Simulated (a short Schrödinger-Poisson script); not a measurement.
Structure: gated Al0.4Ga0.6As/GaAs δ-doped gas, at 77 K.

```csv
layer,material,thickness (nm),Na (cm⁻³)
1,Al0.4Ga0.6As,8,-
2,Al0.4Ga0.6As,5,-
3,GaAs,6000,2e15
```

Constants are typed, rounded textbook-type inputs, not results; the design itself was drawn at random and stands for no fabricated device. Al0.4Ga0.6As: permittivity 11.76, conduction-band edge (eV) 0.316, gap (eV) 1.923, electron mass (mₑ) 0.1002, Nv at 300 K (cm⁻³) 9e18. GaAs: permittivity 12.9, conduction-band edge (eV) 0, gap (eV) 1.424, Nv at 300 K (cm⁻³) 9e18.

Channel valleys (confinement mass, in-plane density-of-states mass, number): Γ 0.067, 0.067, 1. At the gate the conduction-band edge of layer 1 lies 1.07 eV − eVg above the Fermi level of the channel; the field vanishes at the back. Sheet of ionised δ-doping: +8.3e12 e/cm² at 8 nm from the gate. The barrier under the gate holds no holes. Gaps are held at their typed values at every temperature. Mesh 0.08 nm at interfaces.

Solved with a short Schrödinger-Poisson script written for these runs: 1D Poisson equation in equilibrium, electrons quantum, Hartree (BenDaniel-Duke, 40 states a valley, the channel's in-plane mass for all, wave functions free to enter the barrier), parabolic valleys, classical holes, full ionisation, no traps, pinning or gate leakage.

Only gate voltages with over 1e8 electrons/cm² are shown.

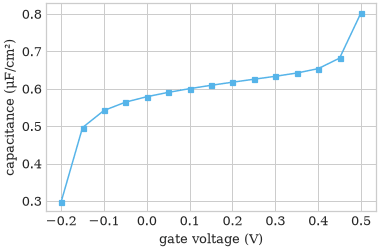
Figure: Quasi-static capacitance against gate voltage

```tsv
Vg (V)	electrons (cm⁻²)	in the channel layer	C (μF/cm²)	Γ E0 (meV)	Γ E1 (meV)
0.5	2.65e12	2.40e12	0.803	-79.0	-13.1
0.4	2.21e12	2.08e12	0.654	-69.0	-8.0
0.3	1.81e12	1.73e12	0.634	-58.1	-3.3
0.2	1.42e12	1.37e12	0.618	-46.9	1.8
0.1	1.04e12	1.01e12	0.601	-35.2	7.7
0	6.71e11	6.58e11	0.579	-23.1	14.8
-0.1	3.20e11	3.16e11	0.542	-9.9	23.4
-0.2	2.53e10	2.51e10	0.298	12.9	41.8
```

Subbands count from the Fermi level.
